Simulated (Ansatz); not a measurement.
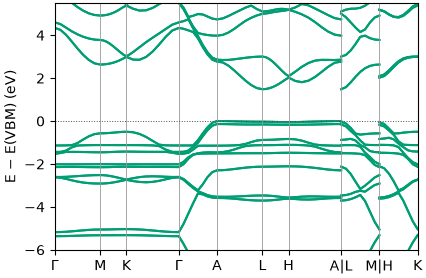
Figure: Band structure from DFT-r²SCAN with spin–orbit coupling in the program Ansatz with PAW potentials

Read off the gap and where the band edges lie.

About 1.5 eV (1.48 eV by a search for the band edges); maximum at A, minimum at L.

The material is K₂PdC₂ in space group P-3m1 (No. 164; K on 2d, Pd on 1a, C on 2c).

The workflow started from a Materials Project entry (that database holds measured and hypothetical structures alike); the Crystallography Open Database copy checked does not list it. Its standing as an ambient phase is unchecked. The r²SCAN relaxation kept the symmetry of its start; whether a distortion lowers the energy is not shown. No spin polarisation was allowed.

Potentials: the later of the program's two PAW sets.
